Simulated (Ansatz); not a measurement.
**C3H6F2 (1,3-difluoropropane): revPBE/cc-pVDZ**

Aim: the electronic atomisation energy of C3H6F2 (1,3-difluoropropane) at revPBE/cc-pVDZ, from 4 runs. 

The calculation is run with Ansatz 0.2.0.

49 further runs of the same task are left out: 49 set aside as unsound or not needed.

## 1. The molecule

C3H6F2 has 11 atoms, charge 0, and is taken as a singlet. SMILES: `FCCCF`. The shape is that of a PBE0-D4/def2-TZVP optimisation. This is one conformer, not always the lowest.

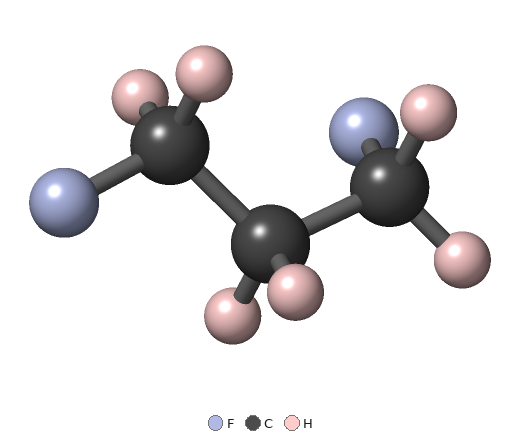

The structure, seen from a chosen angle (fluorine light blue, carbon dark grey, hydrogen pink).

## 2. A single-point energy at revPBE/cc-pVDZ

The input, input.yaml:

```yaml
crystal:
  periodic: [false, false, false]
  atoms:
    - {symbol: F, position_ang: [-1.964400, 1.432700, -0.107100]}
    - {symbol: C, position_ang: [-0.715300, 1.000700, 0.300600]}
    - {symbol: C, position_ang: [-0.375000, -0.298800, -0.387800]}
    - {symbol: C, position_ang: [0.967500, -0.838200, 0.034700]}
    - {symbol: F, position_ang: [1.975600, 0.040200, -0.331200]}
    - {symbol: H, position_ang: [-0.744500, 0.875300, 1.388600]}
    - {symbol: H, position_ang: [0.008000, 1.781800, 0.054100]}
    - {symbol: H, position_ang: [-0.388200, -0.154300, -1.471600]}
    - {symbol: H, position_ang: [-1.138100, -1.046200, -0.147100]}
    - {symbol: H, position_ang: [1.026200, -0.968100, 1.120800]}
    - {symbol: H, position_ang: [1.173400, -1.798000, -0.445900]}
basis:
  gaussian:
    orbitals: cc-pVDZ
total_charge: 0
magnetization:
  spin_polarized: false
hamiltonian:
  xc: {name: revPBE}
accuracy: high
output: {orbitals: {seedname: orbitals}}
```

Command:

```
$ ansatz run input.yaml --threads 1 --pin off --max-ram 3480MiB --events-out events.jsonl --progress --plain --runs-dir runs
```

The program printed:

```text
Warning: RAYON_NUM_THREADS=1 ignored (pool sized by the plan → 1); use --threads N
Functional definition: revPBE
  name "revPBE"
  parameter kappa = 1.245
  parameter beta = 0.06672455060314922
  exchange = pbe_x(kappa = kappa, mu = beta*pi^2/3)
  correlation = pbe_c(beta = beta)
2402 factors; integrals over basis functions are off by at most 3.6e-9 eV
mean field evaluation 1: about -8633.8364 eV, gradient 4.9e1 eV
mean field evaluation 2: about -8629.1247 eV, gradient 6.4e1 eV
mean field evaluation 4: about -8639.7573 eV, gradient 4.3e0 eV
mean field evaluation 8: about -8639.7673 eV, gradient 2.1e-1 eV
mean field evaluation 16: about -8639.7674 eV, gradient 7.2e-5 eV
mean field -8639.76735435 eV, -317.5055940276 hartree, gradient 3.5e-8 eV, S^2 0.000000; 0 other end points of the search recorded, 0 dependent functions left out
reference -8639.76735831 eV, -317.5055941733 hartree; 21, 21 occupied and 79, 79 virtual orbitals, 2402 factors
Total energy: -8639.76735831 eV, -317.5055941733 hartree
```

Run time: 8.7 s. Hardware: 1 thread of Arm Neoverse V1, shared host; peak memory 0.29 GiB.

## 3. The C atom

The input, job.yaml:

```yaml
crystal:
  periodic: [false, false, false]
  atoms:
    - symbol: C
      position_ang: [0.000000, 0.000000, 0.000000]
basis:
  gaussian:
    orbitals: cc-pVDZ
magnetization:
  spin_polarized: true
  initial_magnetization: 2
hamiltonian:
  xc: {name: revPBE}
accuracy: high
```

Run the same way, it converges to -37.83850 Eh (log not shown).

## 4. The F atom, same level

The input, in.yaml:

```yaml
crystal:
  periodic: [false, false, false]
  atoms:
    - {symbol: F, position_ang: [0.000000, 0.000000, 0.000000]}
basis:
  gaussian:
    orbitals: cc-pVDZ
magnetization:
  spin_polarized: true
  initial_magnetization: 1
hamiltonian:
  xc: {name: revPBE}
accuracy: high
```

Command:

```
$ ansatz run in.yaml --threads 1 --pin off --max-ram 3480MiB --events-out events.jsonl --progress --plain --runs-dir runs
```

The program printed:

```text
Warning: RAYON_NUM_THREADS=1 ignored (pool sized by the plan → 1); use --threads N
Functional definition: revPBE
  name "revPBE"
  parameter kappa = 1.245
  parameter beta = 0.06672455060314922
  exchange = pbe_x(kappa = kappa, mu = beta*pi^2/3)
  correlation = pbe_c(beta = beta)
96 factors; integrals over basis functions are off by at most 1.7e-9 eV
mean field evaluation 1: about -2712.6368 eV, gradient 5.9e0 eV
mean field evaluation 2: about -2712.6800 eV, gradient 4.2e0 eV
mean field evaluation 4: about -2712.7310 eV, gradient 6.5e-3 eV
mean field evaluation 8: about -2712.7308 eV, gradient 5.2e-5 eV
mean field evaluation 16: about -2712.7307 eV, gradient 1.0e-1 eV
mean field evaluation 32: about -2712.7305 eV, gradient 1.0e-1 eV
mean field -2712.73077793 eV, -99.6910173340 hartree, gradient 5.2e-9 eV, S^2 0.750744; 3 other end points of the search recorded, 0 dependent functions left out
reference -2712.73077852 eV, -99.6910173556 hartree; 5, 4 occupied and 9, 10 virtual orbitals, 96 factors
Total energy: -2712.73077852 eV, -99.6910173556 hartree
```

It took 0.66 s on 1 thread of Arm Neoverse V1, shared host.

## 5. The H atom at the same level

The input, run.yaml:

```yaml
crystal:
  periodic: [false, false, false]
  atoms:
    - {symbol: H, position_ang: [0.000000, 0.000000, 0.000000]}
basis:
  gaussian:
    orbitals: cc-pVDZ
magnetization:
  spin_polarized: true
  initial_magnetization: 1
hamiltonian:
  xc: {name: revPBE}
accuracy: high
```

Run the same way, it converges to -0.50319 Eh (log not shown).

## 6. Summary of results

At revPBE/cc-pVDZ:

| quantity | value |
| --- | --- |
| molecule: total energy | -317.50559 Eh |
| molecule: HOMO energy | -7.18 eV |
| molecule: LUMO energy | 1.04 eV |
| molecule: HOMO–LUMO gap | 8.22 eV |
| C atom: total energy | -37.83850 Eh |
| C atom: ⟨S²⟩ | 2.002 |
| F atom: total energy | -99.69102 Eh |
| F atom: ⟨S²⟩ | 0.751 |
| H atom: total energy | -0.50319 Eh |
| H atom: ⟨S²⟩ | 0.750 |
| electronic atomisation energy | 43.236 eV |

Taking the molecule apart into free atoms costs 43.24 eV (997 kcal/mol), before zero-point energy and without spin-orbit coupling.
